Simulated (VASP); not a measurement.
## PbC2: the band gap up a ladder of functionals

Wanted: bands and gap of PbC2 from one functional after another. The levels: PBE, LDA, PBEsol, r2SCAN, TB-mBJ, HSE06, BLYP, TPSS, r2SCAN-EpsX, r2SCAN50, PBE-EpsX, PBE + SOC, r2SCAN + SOC and HSE06 + SOC. The cell is invented: it takes the structure of a Materials Project entry for CaC2 (space group 139 there), with some of its atoms replaced by other elements, volume scaled by an estimate. It may not be a known or stable phase. LASPH is on for some levels and off for others; the table marks which.

Main program and level: VASP 6.6.1; PBE; plane waves and PAW (Pb_d, C), in the first sound run; inputs show where later runs differ.

### Step 1. Set-up

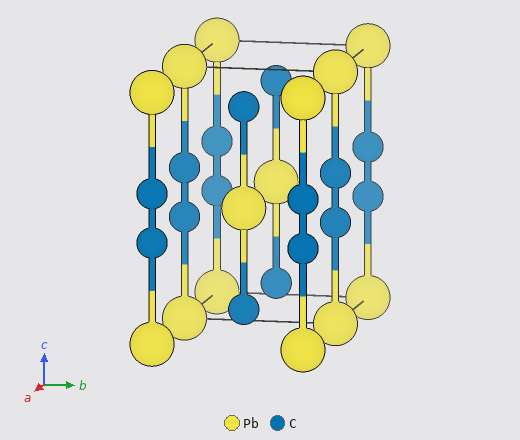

Start, viewed slightly off an axis; lead yellow, carbon blue. 2×1×1 cells are drawn. This picture shows the conventional cell, with its axes. Some periodic images of atoms are drawn too.

Structure file:

```xyz
3
Lattice="-2.0556 2.0556 3.4029 2.0556 -2.0556 3.4029 2.0556 2.0556 -3.4029" Properties=species:S:1:pos:R:3 pbc="T T T"
Pb    0.0000    0.0000    0.0000
C     0.0000    0.0000    4.0691
C     0.0000    0.0000    2.7366
```

### Step 2. Relaxation of the start cell

Properties are meant for the cell that this level of theory prefers, so cell and atoms are relaxed first (ISIF = 3) until forces and stress are small; EDIFFG sets the threshold. PBE, the usual starting point, adds the gradient of the density.

INCAR

```
SYSTEM = PbC2
PREC = Accurate
ENCUT = 520
EDIFF = 1E-06
NELM = 100
ISMEAR = -1
SIGMA = 0.05
LREAL = .FALSE.
ALGO = Normal
GGA = PE
LORBIT = 11
LWAVE = .FALSE.
LCHARG = .FALSE.
KPAR = 4
IBRION = 2
NSW = 60
ISIF = 3
EDIFFG = -0.01
```

POSCAR

```
PbC2
1.0
   -2.0555660000      2.0555660000      3.4028610000
    2.0555660000     -2.0555660000      3.4028610000
    2.0555660000      2.0555660000     -3.4028610000
Pb C
1 2
Direct
    0.0000000000      0.0000000000      0.0000000000
    0.5978927200      0.5978927200      0.0000000000
    0.4021072800      0.4021072800      0.0000000000
```

KPOINTS

```
Automatic mesh
0
Gamma
9 9 9
0 0 0
```

PAW data sets: Pb_d and C (PBE family, release 64).

On the command line:

```sh
$ mpirun -np 4 vasp_std
```

Numbers of over 12 decimals in the logs are rounded to 6 here.

The log of the run:

```text
[banner, memory and clock lines left out]
running    4 mpi-ranks, on    1 nodes
 distrk:  each k-point on    1 cores,    4 groups
 distr:  one band on    1 cores,    1 groups

 POSCAR found type information on POSCAR PbC
 POSCAR found :  2 types and       3 ions
 LDA part: xc-table for (Slater+PW92), standard interpolation
 POSCAR, INCAR and KPOINTS ok, starting setup
 FFT: planning ... GRIDC
 FFT: planning ... GRID_SOFT
 FFT: planning ... GRID
 WAVECAR not read
 entering main loop
       N       E                     dE             d eps       ncg     rms          rms(c)
DAV:   1     0.168205875364E+03    0.16821E+03   -0.10927E+04  2265   0.151E+03
DAV:   2    -0.564181281501E+01   -0.17385E+03   -0.17024E+03  2551   0.363E+02
DAV:   3    -0.205300050291E+02   -0.14888E+02   -0.14792E+02  2852   0.108E+02
DAV:   4    -0.209085693806E+02   -0.37856E+00   -0.37832E+00  2812   0.210E+01
DAV:   5    -0.209204765543E+02   -0.11907E-01   -0.11906E-01  3191   0.334E+00    0.752E+00
DAV:   6    -0.183107369717E+02    0.26097E+01   -0.80032E+00  2946   0.219E+01    0.307E+00
DAV:   7    -0.182376570759E+02    0.73080E-01   -0.15176E+00  3045   0.749E+00    0.160E+00
DAV:   8    -0.182449482040E+02   -0.72911E-02   -0.25861E-01  2894   0.438E+00    0.469E-01
DAV:   9    -0.182336561322E+02    0.11292E-01   -0.10115E-01  3052   0.228E+00    0.152E-01
DAV:  10    -0.182335520904E+02    0.10404E-03   -0.79593E-03  2660   0.575E-01    0.518E-02
DAV:  11    -0.182336621902E+02   -0.11010E-03   -0.51906E-04  2902   0.161E-01    0.308E-02
DAV:  12    -0.182336753814E+02   -0.13191E-04   -0.21967E-04  2754   0.118E-01    0.935E-03
DAV:  13    -0.182336755861E+02   -0.20470E-06   -0.27829E-05  2923   0.327E-02    0.254E-03
DAV:  14    -0.182336756906E+02   -0.10451E-06   -0.13609E-06  1772   0.118E-02
   1 F= -.18233676E+02 E0= -.18233676E+02  d E =-.182337E+02
 curvature:   0.00 expect dE= 0.000E+00 dE for cont linesearch  0.000E+00
 trial: gam= 0.00000 g(F)=  0.131E+01 g(S)=  0.375E+00 ort = 0.000E+00 (trialstep = 0.100E+01)
 search vector abs. value=  0.169E+01
 bond charge predicted
       N       E                     dE             d eps       ncg     rms          rms(c)
DAV:   1    -0.105589531744E+02    0.76747E+01   -0.27498E+02  2250   0.165E+02    0.108E+01
DAV:   2    -0.787984922558E+01    0.26791E+01   -0.14097E+01  2986   0.465E+01    0.577E+00
DAV:   3    -0.723236841212E+01    0.64748E+00   -0.61906E+00  3033   0.365E+01    0.219E+00
DAV:   4    -0.712134023331E+01    0.11103E+00   -0.14727E+00  2922   0.103E+01    0.108E+00
DAV:   5    -0.709967257084E+01    0.21668E-01   -0.98221E-02  2588   0.339E+00    0.409E-01
DAV:   6    -0.709599386827E+01    0.36787E-02   -0.22778E-02  3561   0.160E+00    0.104E-01
DAV:   7    -0.709612387975E+01   -0.13001E-03   -0.17357E-03  2509   0.330E-01    0.562E-02
DAV:   8    -0.709609747386E+01    0.26406E-04   -0.48128E-04  3059   0.203E-01    0.180E-02
DAV:   9    -0.709609572041E+01    0.17535E-05   -0.42288E-05  2684   0.542E-02    0.787E-03
DAV:  10    -0.709609458337E+01    0.11370E-05   -0.10203E-05  2983   0.272E-02    0.229E-03
DAV:  11    -0.709609460129E+01   -0.17920E-07   -0.13021E-06  1736   0.918E-03
   2 F= -.70960946E+01 E0= -.70960946E+01  d E =0.111376E+02
[... from here on, the cycles between the ionic steps are left out ...]
   3 F= -.18197739E+02 E0= -.18197739E+02  d E =0.359364E-01
   4 F= -.18272260E+02 E0= -.18272260E+02  d E =-.385843E-01
   5 F= -.18349889E+02 E0= -.18349889E+02  d E =-.116213E+00
   6 F= -.18353090E+02 E0= -.18353090E+02  d E =-.119414E+00
   7 F= -.18353161E+02 E0= -.18353161E+02  d E =-.119485E+00
   8 F= -.18356335E+02 E0= -.18356335E+02  d E =-.317389E-02
   9 F= -.18356391E+02 E0= -.18356391E+02  d E =-.323001E-02
  10 F= -.18351798E+02 E0= -.18351798E+02  d E =0.459294E-02
 trial-energy change:    0.004593  1 .order    0.004496   -0.001805    0.010796
 step:   0.1187(harm=  0.1235)  dis= 0.00058  next Energy=   -18.356515 (dE=-0.124E-03)
 bond charge predicted
       N       E                     dE             d eps       ncg     rms          rms(c)
DAV:   1    -0.183613359657E+02   -0.95373E-02   -0.25398E-01  2656   0.805E+00    0.370E-01
DAV:   2    -0.183573367472E+02    0.39992E-02   -0.12204E-02  3230   0.195E+00    0.169E-01
DAV:   3    -0.183565298102E+02    0.80694E-03   -0.33603E-03  2754   0.999E-01    0.429E-02
DAV:   4    -0.183565112376E+02    0.18573E-04   -0.23531E-04  3025   0.164E-01    0.142E-02
DAV:   5    -0.183565097007E+02    0.15368E-05   -0.28968E-05  3357   0.709E-02    0.609E-03
DAV:   6    -0.183565107886E+02   -0.10879E-05   -0.33160E-06  2411   0.209E-02    0.203E-03
DAV:   7    -0.183565108051E+02   -0.16577E-07   -0.54750E-07  1209   0.647E-03
  11 F= -.18356511E+02 E0= -.18356511E+02  d E =-.120164E-03
 curvature:  -0.07 expect dE=-0.166E-05 dE for cont linesearch -0.601E-07
 trial: gam= 0.04398 g(F)=  0.208E-05 g(S)=  0.216E-04 ort =-0.451E-04 (trialstep = 0.713E+00)
 search vector abs. value=  0.243E-04
 reached required accuracy - stopping structural energy minimisation
```

It took 54 s on 4 MPI ranks of Intel Xeon 6975P-C (Granite Rapids), shared host; peak memory 0.99 GiB; 3.6 min of CPU time.

Lines that name or quote the potential files are left out of all logs, and their timing lines are given in words.

Parts of OUTCAR (step 2):

```text
ion  position               nearest neighbor table
   1  0.000  0.000  0.000-   2 2.74   3 2.74   2 2.98   3 2.98   2 2.98   2 2.98   2 2.98   3 2.98
                             3 2.98   3 2.98
   2  0.598  0.598  0.000-   3 1.33   1 2.74   1 2.98   1 2.98   1 2.98   1 2.98
   3  0.402  0.402  0.000-   2 1.33   1 2.74   1 2.98   1 2.98   1 2.98   1 2.98

  LATTYP: Found a body centered tetragonal cell.
 ALAT       =     4.1111320000
 C/A-ratio  =     1.6554374805

 Subroutine GETGRP returns: Found 16 space group operations
 (whereof 16 operations were pure point group operations)

The static configuration has the point symmetry D_4h.

 Found     75 irreducible k-points:

   k-points           NKPTS =     75   k-points in BZ     NKDIM =     75   number of bands    NBANDS=     15

   dimension x,y,z NGX =    36 NGY =   36 NGZ =   36
   dimension x,y,z NGXF=    72 NGYF=   72 NGZF=   72

   ENCUT  =  520.0 eV  38.22 Ry    6.18 a.u.   8.32  8.32  8.32*2*pi/ulx,y,z

   NELECT =      22.0000    total number of electrons

 k-points in reciprocal lattice and weights: Automatic mesh
   0.00000000  0.00000000  0.00000000       0.001
   0.11111111  0.00000000 -0.00000000       0.011
   0.22222222  0.00000000 -0.00000000       0.011
   0.33333333 -0.00000000  0.00000000       0.011
   0.44444444  0.00000000 -0.00000000       0.011
   0.11111111  0.11111111 -0.00000000       0.011
   0.22222222  0.11111111  0.00000000       0.022
   0.33333333  0.11111111  0.00000000       0.022
   0.44444444  0.11111111  0.00000000       0.022
[...]
-0.44444444  0.44444444  0.44444444       0.005
  -0.44444444 -0.44444444  0.44444444       0.003

 average (electrostatic) potential at core
       1 -93.1596       2 -49.9741       3 -49.9741

 E-fermi :   4.6620

 k-point     1 :       0.0000    0.0000    0.0000
  band No.  band energies     occupation
    ...
      7      -3.7822      2.00000
      8      -0.0376      2.00000
      9       1.3073      2.00000
     10       1.3073      2.00000
     11       3.5880      2.00000
     12       7.5462      0.00000
     13       7.5681      0.00000
     14       7.5681      0.00000
     15       9.1491      0.00000

 k-point     2 :       0.1111    0.0000   -0.0000
  band No.  band energies     occupation
    ...
      7      -3.8720      2.00000
      8      -0.0213      2.00000
      9       1.3325      2.00000
     10       1.3350      2.00000
     11       3.3611      2.00000
     12       7.0365      0.00000
     13       7.5977      0.00000
     14       8.1981      0.00000
     15       8.7025      0.00000

 k-point     3 :       0.2222    0.0000   -0.0000
  band No.  band energies     occupation
    ...
      7      -4.0971      2.00000
      8       0.0226      2.00000
      9       1.3164      2.00000
     10       1.4112      2.00000
     11       2.9531      2.00000
     12       6.7322      0.00000
     13       7.3631      0.00000
     14       7.4653      0.00000
     15       8.7885      0.00000

  Total        0.0240083      0.0240083     -0.0137296      0.0000000      0.0000000      0.0000000
  in kB        0.6682580      0.6682580     -0.3821563      0.0000000      0.0000000      0.0000000
  external PRESSURE =       0.3181199 kB  Pullay stress =       0.0000000 kB

  energy-cutoff  :      520.00
  volume of cell :       57.56
      direct lattice vectors                 reciprocal lattice vectors
    -2.064184880  2.064184880  3.377308542     0.000000000  0.242226365  0.148046882
     2.064184880 -2.064184880  3.377308542     0.242226365  0.000000000  0.148046882
     2.064184880  2.064184880 -3.377308542     0.242226365  0.242226365  0.000000000

 POSITION                                       TOTAL-FORCE (eV/Angst)
 -----------------------------------------------------------------------------------
      0.00000      0.00000      0.00000        -0.000000     -0.000000      0.000000
      0.00000      0.00000      4.01254         0.000000      0.000000     -0.004648
      0.00000      0.00000      2.74208         0.000000      0.000000      0.004648
 -----------------------------------------------------------------------------------
    total drift:                                0.000000      0.000000      0.000000

  FREE ENERGIE OF THE ION-ELECTRON SYSTEM (eV)
  ---------------------------------------------------
  free  energy   TOTEN  =       -18.3565108051 eV

  energy  without entropy=      -18.3565108049  energy(sigma->0) =      -18.35651081

 reached required accuracy - stopping structural energy minimisation

 total charge
# of ion       s       p       d       tot
------------------------------------------
    1        1.525   0.412   9.845  11.782
    2        0.946   1.522   0.000   2.468
    3        0.946   1.522   0.000   2.468
--------------------------------------------------
tot          3.416   3.457   9.845  16.718

[... 3 further parts left out ...]
```

The gap is read on the k-mesh alone, so it is an upper bound where the band edges lie off the mesh. The run keeps the 16 symmetry operations of its start, so it cannot find a distortion of lower symmetry.

The steps of the relaxation:

| step | energy less that of the first step (eV) | largest force (eV/Å) | pressure (GPa) | volume (Å³) |
| --- | --- | --- | --- | --- |
| 1 | 0.0000 | 3.6872 | -4.03 | 57.51 |
| 2 | 11.1376 | 88.4981 | 81.18 | 53.46 |
| 3 | 0.0359 | 4.1535 | -4.31 | 57.34 |
| 4 | -0.0386 | 3.1524 | -2.98 | 57.16 |
| 5 | -0.1162 | 0.5832 | 1.73 | 56.63 |
| 6 | -0.1194 | 0.2130 | 0.76 | 56.73 |
| 7 | -0.1195 | 0.0875 | 0.90 | 56.71 |
| 8 | -0.1227 | 0.1003 | 0.29 | 57.42 |
| 9 | -0.1227 | 0.1236 | 0.24 | 57.51 |
| 10 | -0.1181 | 0.7729 | -1.07 | 57.86 |
| 11 | -0.1228 | 0.0046 | 0.03 | 57.56 |

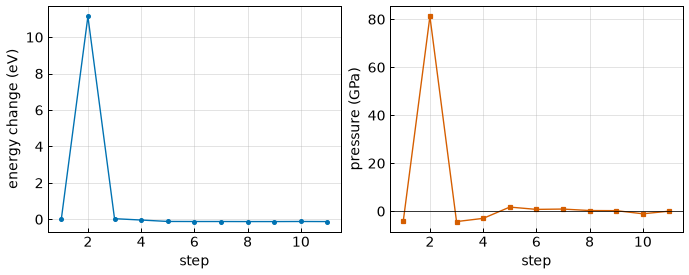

Energy and pressure along the relaxation.

| conventional cell, symmetrised | before | after | change |
| --- | --- | --- | --- |
| a (Å) | 4.111 | 4.128 | +0.4 % |
| b (Å) | 4.111 | 4.128 | +0.4 % |
| c (Å) | 6.806 | 6.755 | -0.8 % |
| volume (Å³/atom) | 19.17 | 19.19 | +0.1 % |

The atoms that moved most (Å, as changes of fractional coordinates times the final cell):

| atom | dx | dy | dz | length |
| --- | --- | --- | --- | --- |
| C2 | 0.000 | 0.000 | -0.026 | 0.026 |
| C3 | 0.000 | 0.000 | 0.026 | 0.026 |

The relaxed structure:

```cif
data_structure
_symmetry_space_group_name_H-M 'P 1'
_symmetry_Int_Tables_number 1
_cell_length_a 4.4641
_cell_length_b 4.4641
_cell_length_c 4.4641
_cell_angle_alpha 124.916
_cell_angle_beta 124.916
_cell_angle_gamma 81.677
_cell_volume 57.56
loop_
_atom_site_label
_atom_site_type_symbol
_atom_site_fract_x
_atom_site_fract_y
_atom_site_fract_z
_atom_site_occupancy
Pb1 Pb 0.00000 0.00000 0.00000 1
C2 C 0.59404 0.59404 0.00000 1
C3 C 0.40596 0.40596 0.00000 1
```

This step gave:

- electrons: 22
- bands: 15
- irreducible k-points: 75
- symmetry operations: 16
- free energy (TOTEN): -18.36 eV
- Fermi energy: 4.662 eV
- pressure: 0.03181 GPa
- metallic: no
- valence top at k: -0.1111, 0.1111, 0.1111
- conduction bottom at k: 0.4444, 0, 0
- least direct gap at k: -0.1111, 0.1111, 0.1111
- SCF cycles over all ionic steps: 85
- gap on the k-mesh: 1.893 eV
- least direct gap on the k-mesh: 2.688 eV

It ends with a largest force of 0.005 eV/Å and a pressure of 0.03 GPa.

(Continued in part 2 of 8.)

[Lines on the potential files, build, host, timing and source positions are cut from VASP's logs without a mark.]

[Logs are printed without paths, hosts, clocks, repeated set-up lines and the standing remarks that a program may print on its own settings, such as how far it seeks lower states.]

[Hosts, paths, dates, database ids (printed as entryN), source tags and the programs' standing remarks are cut or masked in the printed files.]

[A measured line is paired with the nearest computed mode of its activity, which favours agreement.]
